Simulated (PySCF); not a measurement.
System: SH (doublet).

```xyz
2

H     0.0000    0.0000   -1.3049
S     0.0000    0.0000    0.0411
```

All numbers below come from PBE0/x2c-TZVPPall, spin-free X2C-1e, Gaussian nucleus, at a bond length of 1.346 Å (PySCF).

Predict the electron density, electron localisation function and spin density between the atoms.

Answer. S–H (1.35 Å): the density is about 1.5 e/Å³ at the midpoint; the ELF climbs to about 1 towards the hydrogen, as it does in any bond to H.
The unpaired spin (1 electron) lies mostly on S2 (about 1.0), in electrons by Hirshfeld's partition.

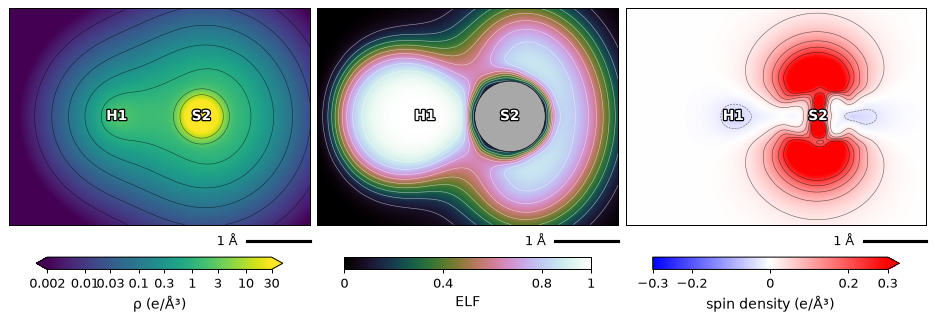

Computed electron density, electron localisation function and spin density on a plane that holds the molecular axis, in this order. Grey discs cover the atomic cores in the ELF map. 
